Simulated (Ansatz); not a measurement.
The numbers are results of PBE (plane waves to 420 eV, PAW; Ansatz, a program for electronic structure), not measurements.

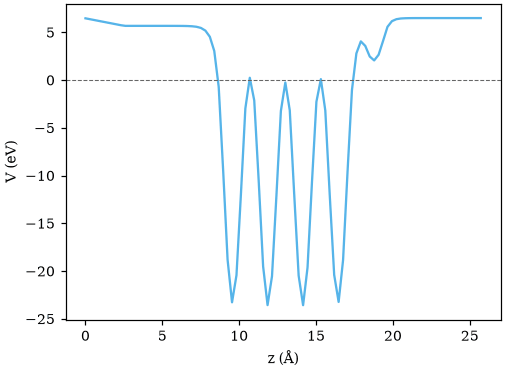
Figure: Plane-averaged electrostatic potential energy along the normal, in eV from the Fermi level, for Cl on the 1x1 (111) surface of fcc Pt, one in a 2x2 cell, started at the site 'top Pt'

Model: 17-atom slab, 6.9 Å thick at the start under the adsorbate (thin: gaps and levels are the slab's own), 6x6x1 mesh, Fermi-Dirac 0.1 eV, dipole correction, 8 atoms held, the rest relaxed; symmetry of the start imposed; no spin, no spin-orbit, no U, no dispersion correction. At the end it is bonded to Pt. In PBE this state lies 0.10 eV over the lowest of the starts that converged ('bridge Pt-Pt (span 2.8 Å)').

The vacuum level lies 6.50 eV above the Fermi level over the top face and 5.68 eV above it under the bottom face.
